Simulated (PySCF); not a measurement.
C$_{2}$H$_{10}$OSi$_{2}$ (SMILES OC([SiH3])C[SiH3])

The calculation's input:

```
{"job": {"kind": "nmr", "xc": "PBE0", "basis": "pcSseg-1"}, "charge": 0, "multiplicity": 1}
C     -0.482947     0.525263    -0.147745
Si    -2.262673     0.072564     0.378335
C      0.598310    -0.262936     0.589426
Si     2.314978    -0.005191    -0.178955
O     -0.353169     0.407061    -1.557858
H     -0.331311     1.598636     0.060898
H     -2.503024    -1.344424    -0.046927
H     -2.436641     0.167673     1.861528
H     -3.257922     0.955540    -0.298277
H      0.632931     0.030564     1.652285
H      0.379156    -1.347303     0.582478
H      2.474005    -0.766742    -1.453586
H      3.353564    -0.502045     0.779526
H      2.550560     1.447803    -0.432873
H     -0.450765    -0.524157    -1.790075
```

Command:

```sh
OMP_NUM_THREADS=1 python cluster_run.py task.json out
```

Geometry: PBE0-D3(BJ)/def2-SVP.

The calculation used PBE0/pcSseg-1, SCF density, gas phase, non-relativistic in PySCF 2.14.0.

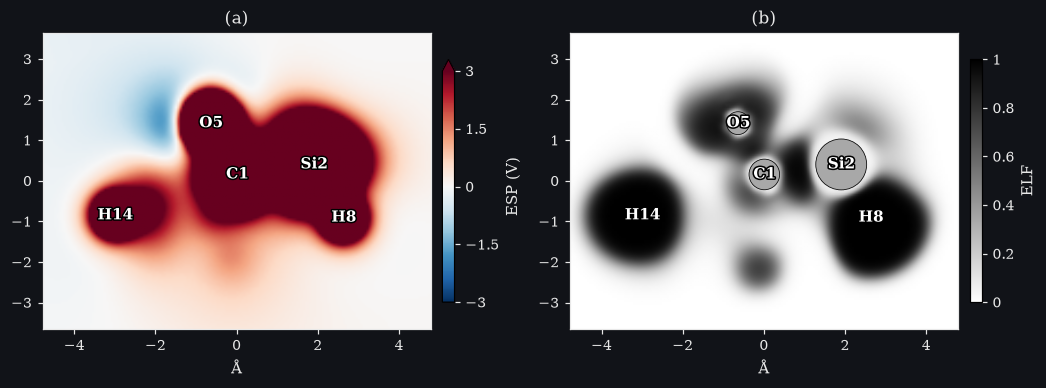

Figure 1. (a) electrostatic potential; (b) electron localisation function on the plane of atoms C1, Si2 and H8. Grey discs cover the atomic cores in the ELF map.

**What does the map show?**

- Atoms in the plane: C, Si, O and H.
- C–O (1.42 Å): the ELF peaks at about 0.90 between the atoms (a polar covalent bond).
- C–Si (1.91 Å): the ELF peaks at about 1 between the atoms (a covalent bond).
- Si–H (1.50 Å): the ELF climbs to about 1 towards the hydrogen, as it does in any bond to H.
- The ELF also peaks beside O5, away from the bonds: lone-pair regions.
- Outside the dense part of the molecule the potential is most negative (−1.7 V) near O5.

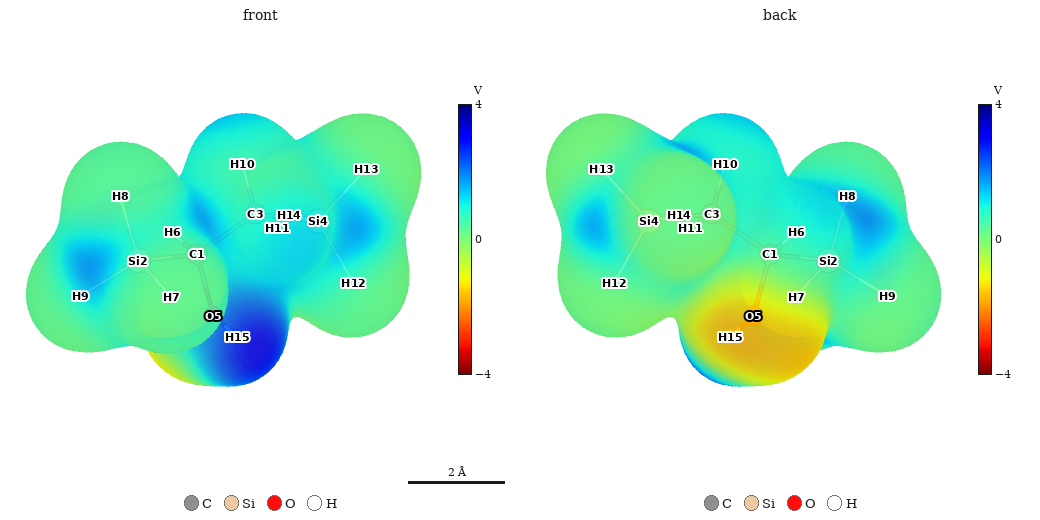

Figure 2. The molecular electrostatic potential painted on the density surface at 0.004 e/bohr³, seen from the front and from behind; the colour scale runs from red (negative) to blue (positive).

**Where is the surface potential most negative and most positive?**

The most negative region (about −1.7 V) lies over O5, the most positive (about +3.0 V) over H15. O5 is the likeliest acceptor of a hydrogen bond.
